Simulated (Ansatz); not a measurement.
CH5BClN: geometry relaxation

- system: CH5BClN
- method: RKS B3LYP/def2-SVP (Ansatz 0.2.0)

It belongs to a series of runs on one base structure; here: end point A relaxed.

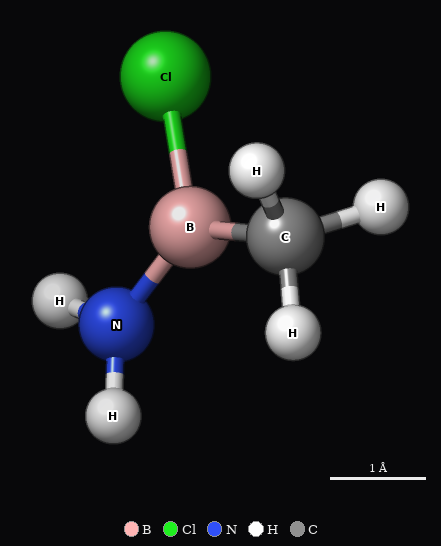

*The starting structure (ball-and-stick view, seen at a tilt).*

Bond lengths as drawn: B–C 1.56 Å, B–Cl 1.84 Å, B–N 1.39 Å, C–H 1.10 Å and H–N 1.01 to 1.02 Å.

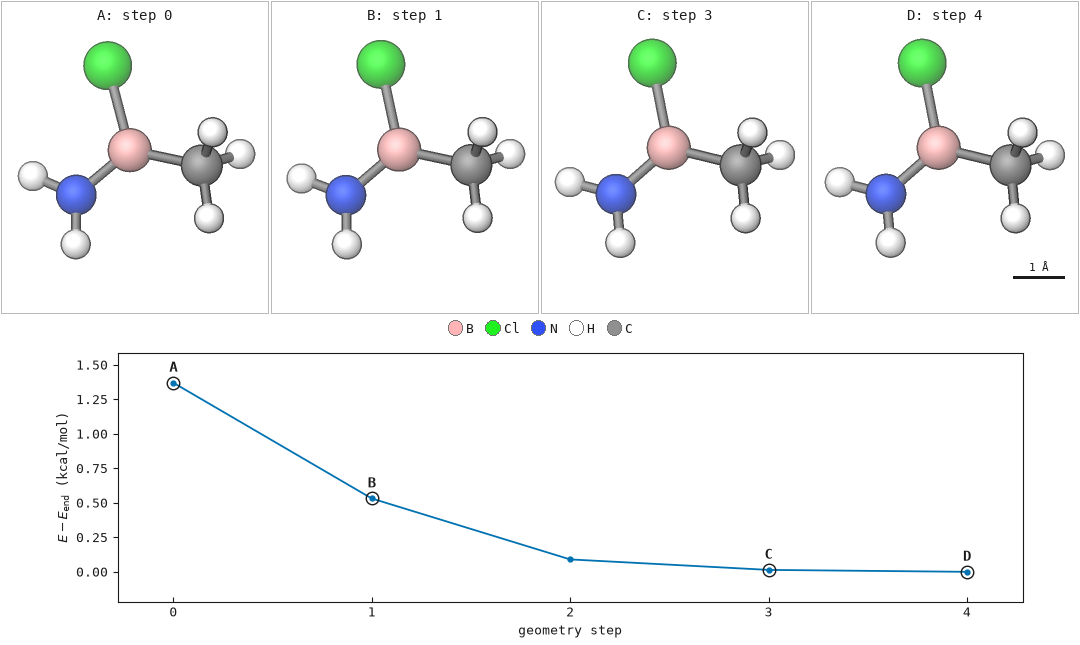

*Frames of the relaxation (ball-and-stick view, seen at a tilt) above the curves, on which the letters mark them (the first geometry is step 0 here and step 1 in the log).*

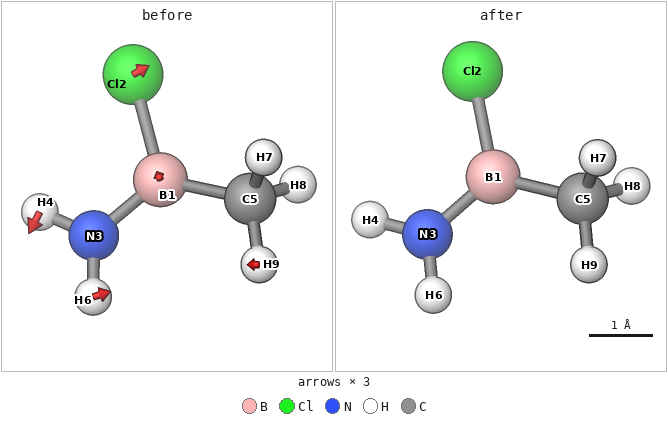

*Before (left) and after (right) the relaxation, at one scale (ball-and-stick view, seen at a tilt). The red arrows give the displacements, magnified 3 times.*

After 4 geometry steps the energy has fallen by 1.37 kcal/mol. Largest force component: 0.47 eV/Å at the start, 0.027 eV/Å at the end. H4 moves most after the best rigid fit: 0.14 Å. Largest moves by element: H 0.14 Å, Cl 0.11 Å, B 0.06 Å, C 0.03 Å, N 0.02 Å. Distances before and after: B1–Cl2 1.838 → 1.802 Å, B1–C5 1.563 → 1.574 Å, B1–N3 1.387 → 1.394 Å. Among the angles that change: B1–N3–H4 115.9° → 123.1°, Cl2–B1–N3 112.1° → 117.1°, B1–N3–H6 127.2° → 122.5°. (Atoms are counted from 1 in the order of the input.)

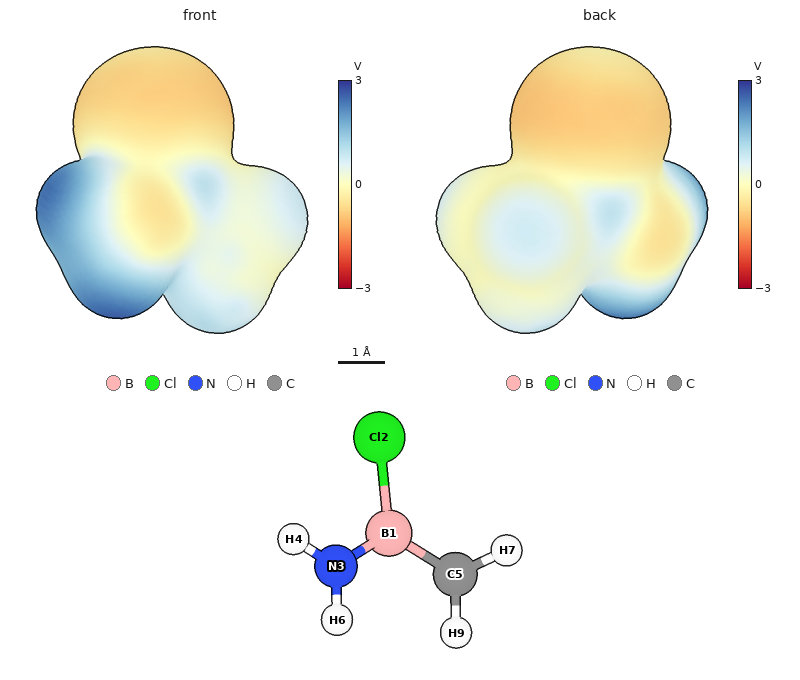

*The electrostatic potential painted on the density surface at 0.004 e/bohr³, seen at a tilt and from behind; the colour scale runs from red (negative) to blue (positive). The bare structure is drawn below in the same view.*

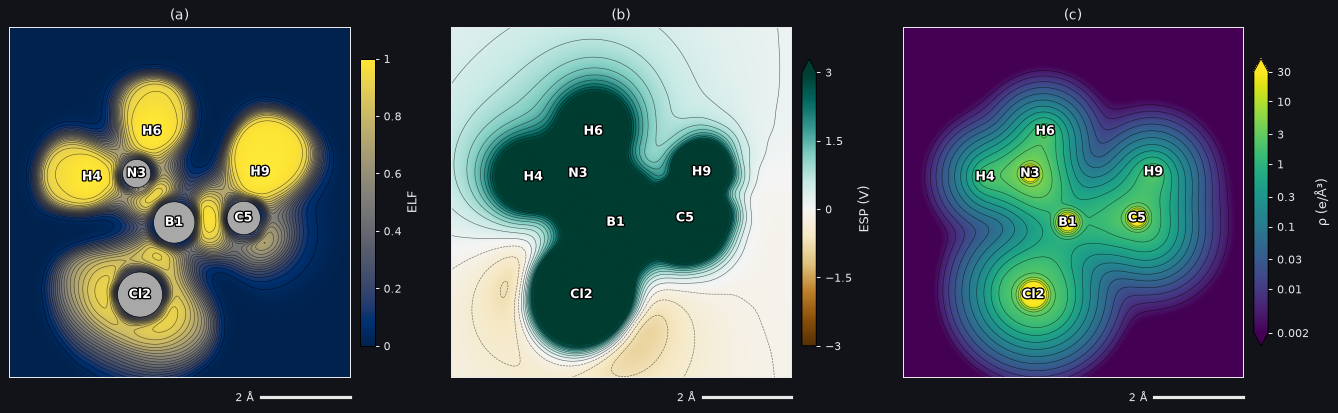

*(a) electron localisation function; (b) electrostatic potential; (c) total electron density on the plane of atoms Cl2, B1 and C5. Grey discs, where drawn, cover atomic cores.*

The section cuts through B, Cl, N, H and C sites. B–Cl (1.80 Å): ρ at the midpoint is about 1.2 e/Å³; the ELF peaks at about 0.90 between the atoms (a polar covalent bond). N–H (1.01 Å): ρ at the midpoint is about 2.8 e/Å³, with its minimum of 2.2 e/Å³ about 0.8 Å from N; the ELF climbs to about 1 towards the hydrogen, as it does in any bond to H; a covalent bond by its length. C–H (1.10 Å): ρ at the midpoint is about 1.9 e/Å³; the ELF climbs to about 1 towards the hydrogen; a covalent bond by its length.

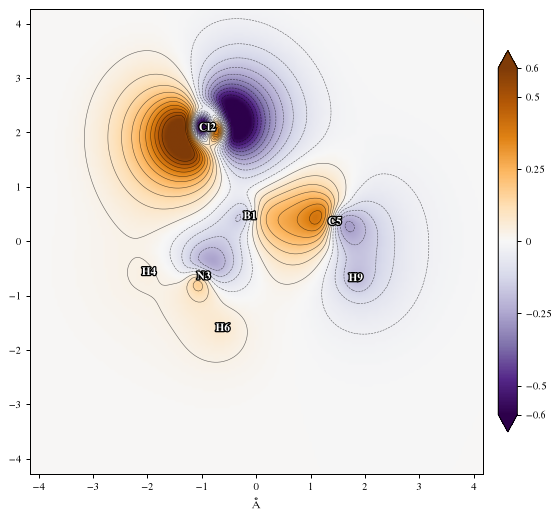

*The HOMO−1 on the plane of atoms B1, C5 and H9 (values in Å⁻³ᐟ²; the overall sign is arbitrary).*

Its energy is −7.85 eV.

These pictures come from the run below.

## Input file
```yaml
crystal:
  periodic: [false, false, false]
  atoms:
    - { symbol: B, position_ang: [0.034689, -0.205477, -0.406508] }
    - { symbol: Cl, position_ang: [0.795154, -1.204694, -1.748095] }
    - { symbol: "N", position_ang: [-1.22707, 0.257135, -0.750117] }
    - { symbol: H, position_ang: [-1.561338, -0.007685, -1.671916] }
    - { symbol: C, position_ang: [0.790635, 0.04617, 0.938114] }
    - { symbol: H, position_ang: [-1.847013, 0.823304, -0.183899] }
    - { symbol: H, position_ang: [1.744982, 0.562558, 0.7417] }
    - { symbol: H, position_ang: [1.04754, -0.916473, 1.410062] }
    - { symbol: H, position_ang: [0.222423, 0.645161, 1.67066] }
basis:
  gaussian: { orbitals: def2-SVP }
hamiltonian:
  xc: b3lyp
relax:
  f_tol: 0.03
  max_steps: 50
output:
  orbitals: {}
```

Command:
```bash
ansatz run input.yaml --threads 2 --pin off --max-ram 3072MiB --backend cpu --events-out ev --progress --plain --runs-dir out
```

## Output
```
The last accepted step is kept in [file] (removed where the run ends without a failure and the disk answers)
Engine: ansatz 0.2.0, x86_64-unknown-linux-gnu
Functional definition: B3LYP
  parameter a0 = 0.2
  parameter ax = 0.72
  parameter ac = 0.81
  exchange = (1 - a0 - ax)*slater_x + ax*b88_x + a0*exact_x
  correlation = (1 - ac)*vwn_rpa_c + ac*lyp_c
937 factors; integrals over basis functions are off by at most 2.9e-4 eV
mean field evaluation 1: about -15795.6316 eV, gradient 6.4e1 eV
mean field evaluation 2: about -15787.7917 eV, gradient 8.4e1 eV
mean field evaluation 4: about -15804.5390 eV, gradient 3.6e0 eV
mean field evaluation 8: about -15804.5988 eV, gradient 2.9e-2 eV
mean field -15804.59880712 eV, -580.8082934198 hartree, gradient 1.6e-5 eV, S^2 0.000000; 0 other end points of the search recorded, 0 dependent functions left out
the calculation of the forces begins
reference -15804.59902752 eV, -580.8083015194 hartree; 20, 20 occupied and 65, 65 virtual orbitals, 937 factors
relax step   1: F+E_penalty+E_count = -15804.59880712 eV  Δ(F+E_penalty+E_count) = +0.000e0 eV  max|allowed force component| = 4.741e-1 eV/Å  Δτ_max = 0.0000 Å  (25 SCF iters, accepted)
these checks for a lower state are left out or cut short: starts, cluster_reference, orbital_swaps, neighbouring_geometries, increment
937 factors; integrals over basis functions are off by at most 2.9e-4 eV
mean field evaluation 16: about -15804.5833 eV, gradient 3.0e0 eV
mean field -15804.63517218 eV, -580.8096298113 hartree, gradient 2.2e-5 eV, S^2 0.000000; 0 other end points of the search recorded, 0 dependent functions left out
the calculation of the forces begins
reference -15804.63539221 eV, -580.8096378970 hartree; 20, 20 occupied and 65, 65 virtual orbitals, 937 factors
relax step   2: F+E_penalty+E_count = -15804.63517218 eV  Δ(F+E_penalty+E_count) = -3.637e-2 eV  max|allowed force component| = 2.816e-1 eV/Å  Δτ_max = 0.0695 Å  (28 SCF iters, accepted)
these checks for a lower state are left out or cut short: starts, cluster_reference, orbital_swaps, neighbouring_geometries, increment
937 factors; integrals over basis functions are off by at most 2.9e-4 eV
mean field -15804.65432492 eV, -580.8103336613 hartree, gradient 2.3e-5 eV, S^2 0.000000; 0 other end points of the search recorded, 0 dependent functions left out
the calculation of the forces begins
reference -15804.65454446 eV, -580.8103417293 hartree; 20, 20 occupied and 65, 65 virtual orbitals, 937 factors
relax step   3: F+E_penalty+E_count = -15804.65432492 eV  Δ(F+E_penalty+E_count) = -1.915e-2 eV  max|allowed force component| = 2.530e-1 eV/Å  Δτ_max = 0.0547 Å  (28 SCF iters, accepted)
these checks for a lower state are left out or cut short: starts, cluster_reference, orbital_swaps, neighbouring_geometries, increment
937 factors; integrals over basis functions are off by at most 2.9e-4 eV
mean field evaluation 32: about -15804.6576 eV, gradient 1.5e-1 eV
mean field -15804.65761782 eV, -580.8104546732 hartree, gradient 2.3e-5 eV, S^2 0.000000; 0 other end points of the search recorded, 0 dependent functions left out
the calculation of the forces begins
reference -15804.65783704 eV, -580.8104627293 hartree; 20, 20 occupied and 65, 65 virtual orbitals, 937 factors
relax step   4: F+E_penalty+E_count = -15804.65761782 eV  Δ(F+E_penalty+E_count) = -3.293e-3 eV  max|allowed force component| = 1.124e-1 eV/Å  Δτ_max = 0.0320 Å  (28 SCF iters, accepted)
these checks for a lower state are left out or cut short: starts, cluster_reference, orbital_swaps, neighbouring_geometries, increment
937 factors; integrals over basis functions are off by at most 2.9e-4 eV
mean field -15804.65822701 eV, -580.8104770605 hartree, gradient 2.5e-5 eV, S^2 0.000000; 0 other end points of the search recorded, 0 dependent functions left out
the calculation of the forces begins
reference -15804.65844614 eV, -580.8104851133 hartree; 20, 20 occupied and 65, 65 virtual orbitals, 937 factors
relax step   5: F+E_penalty+E_count = -15804.65822701 eV  Δ(F+E_penalty+E_count) = -6.092e-4 eV  max|allowed force component| = 2.678e-2 eV/Å  Δτ_max = 0.0073 Å  (23 SCF iters, accepted)
937 factors; integrals over basis functions are off by at most 2.9e-4 eV
mean field -15804.65822701 eV, -580.8104770605 hartree, gradient 2.5e-5 eV, S^2 0.000000; 1 other end points of the search recorded, 0 dependent functions left out
the calculation of the forces begins
reference -15804.65844614 eV, -580.8104851133 hartree; 20, 20 occupied and 65, 65 virtual orbitals, 937 factors
Total energy: -15804.65844614 eV, -580.8104851133 hartree
Atom 0 at     0.050839    -0.233642    -0.451661 Å, force     0.026784    -0.012231     0.000736 eV/Å
Atom 1 at     0.889517    -1.220574    -1.704631 Å, force    -0.002521     0.001210     0.000464 eV/Å
Atom 2 at    -1.221118     0.242990    -0.765587 Å, force    -0.012442     0.013422     0.016098 eV/Å
Atom 3 at    -1.678159     0.058376    -1.650830 Å, force    -0.002444    -0.001145    -0.005315 eV/Å
Atom 4 at     0.777674     0.042751     0.916734 Å, force    -0.000950    -0.000017    -0.003564 eV/Å
Atom 5 at    -1.765518     0.805775    -0.122361 Å, force     0.001300    -0.004420    -0.006917 eV/Å
Atom 6 at     1.737093     0.560049     0.745063 Å, force    -0.001720    -0.000650    -0.003282 eV/Å
Atom 7 at     1.029022    -0.907199     1.418538 Å, force    -0.002396    -0.001328    -0.003275 eV/Å
Atom 8 at     0.180654     0.651473     1.614736 Å, force    -0.005611     0.005159     0.005055 eV/Å
Dipole moment:    -0.434875     0.288569     0.164409 e Å
```

## Trajectory as extended XYZ (Å, eV, eV/Å), 5 frames, from step=1 to step=5
```
9
Properties=species:S:1:pos:R:3:forces:R:3 step=1 energy=-15804.59881
B     0.0347   -0.2055   -0.4065    0.1493  -0.2829  -0.4407
Cl    0.7952   -1.2047   -1.7481    0.0782   0.1858   0.4741
N    -1.2271    0.2571   -0.7501   -0.0942  -0.0628  -0.2281
H    -1.5613   -0.0077   -1.6719   -0.3337   0.2236   0.1236
C     0.7906    0.0462    0.9381    0.0772   0.0067   0.1032
H    -1.8470    0.8233   -0.1839    0.0490  -0.0192   0.0072
H     1.7450    0.5626    0.7417    0.0413  -0.0115   0.0247
H     1.0475   -0.9165    1.4101    0.0460  -0.0092   0.0271
H     0.2224    0.6452    1.6707   -0.0130  -0.0305  -0.0911
9
Properties=species:S:1:pos:R:3:forces:R:3 step=2 energy=-15804.63517
B     0.0325   -0.2138   -0.4224    0.1866  -0.1974  -0.2541
Cl    0.8541   -1.2144   -1.7126   -0.1403   0.1967   0.2796
N    -1.2356    0.2590   -0.7513    0.1212  -0.1938  -0.2816
H    -1.6086    0.0200   -1.6652   -0.2164   0.1584   0.1123
C     0.7896    0.0402    0.9253   -0.0223   0.0580   0.1184
H    -1.8338    0.8259   -0.1633    0.0537  -0.0135   0.0291
H     1.7455    0.5583    0.7379    0.0013  -0.0041  -0.0043
H     1.0483   -0.9170    1.4086    0.0022  -0.0001  -0.0022
H     0.2080    0.6420    1.6430    0.0141  -0.0041   0.0029
9
Properties=species:S:1:pos:R:3:forces:R:3 step=3 energy=-15804.65432
B     0.0437   -0.2260   -0.4436    0.0098  -0.0011   0.0601
Cl    0.8834   -1.2189   -1.6941   -0.0484   0.0245  -0.0138
N    -1.2295    0.2516   -0.7587    0.0509  -0.1343  -0.2530
H    -1.6561    0.0462   -1.6585   -0.0283   0.0781   0.1424
C     0.7833    0.0401    0.9183   -0.0307   0.0405   0.0372
H    -1.7985    0.8166   -0.1395    0.0561  -0.0157   0.0239
H     1.7409    0.5587    0.7399   -0.0058   0.0029  -0.0026
H     1.0408   -0.9129    1.4112   -0.0117   0.0026  -0.0072
H     0.1919    0.6446    1.6250    0.0081   0.0025   0.0130
9
Properties=species:S:1:pos:R:3:forces:R:3 step=4 energy=-15804.65762
B     0.0493   -0.2402   -0.4502   -0.0095   0.1101   0.0475
Cl    0.8915   -1.2195   -1.7045   -0.0176  -0.0180  -0.0078
N    -1.2216    0.2449   -0.7626   -0.0199  -0.0659  -0.1124
H    -1.6758    0.0590   -1.6514    0.0283   0.0193   0.0704
C     0.7779    0.0416    0.9172   -0.0049  -0.0285  -0.0101
H    -1.7705    0.8102   -0.1253    0.0339  -0.0158   0.0117
H     1.7359    0.5609    0.7423   -0.0073  -0.0031  -0.0050
H     1.0328   -0.9073    1.4193   -0.0003   0.0048   0.0062
H     0.1806    0.6504    1.6152   -0.0027  -0.0030  -0.0004
9
Properties=species:S:1:pos:R:3:forces:R:3 step=5 energy=-15804.65823
B     0.0508   -0.2336   -0.4517    0.0268  -0.0122   0.0007
Cl    0.8895   -1.2206   -1.7046   -0.0025   0.0012   0.0005
N    -1.2211    0.2430   -0.7656   -0.0124   0.0134   0.0161
H    -1.6782    0.0584   -1.6508   -0.0024  -0.0011  -0.0053
C     0.7777    0.0428    0.9167   -0.0009   0.0000  -0.0036
H    -1.7655    0.8058   -0.1224    0.0013  -0.0044  -0.0069
H     1.7371    0.5600    0.7451   -0.0017  -0.0006  -0.0033
H     1.0290   -0.9072    1.4185   -0.0024  -0.0013  -0.0033
H     0.1807    0.6515    1.6147   -0.0056   0.0052   0.0051
```

## Results in brief

```tsv
quantity	value
outcome	converged
total energy	−15804.6584 eV
mean-field energy	−15804.6584 eV
largest force (length of the vector) at the end	0.029 eV/Å
hardware	2 threads of Intel Xeon (Granite Rapids), 16 GiB of memory available, shared host
wall time	6.1 s (CPU time 12 s)
peak memory	0.18 GiB
```
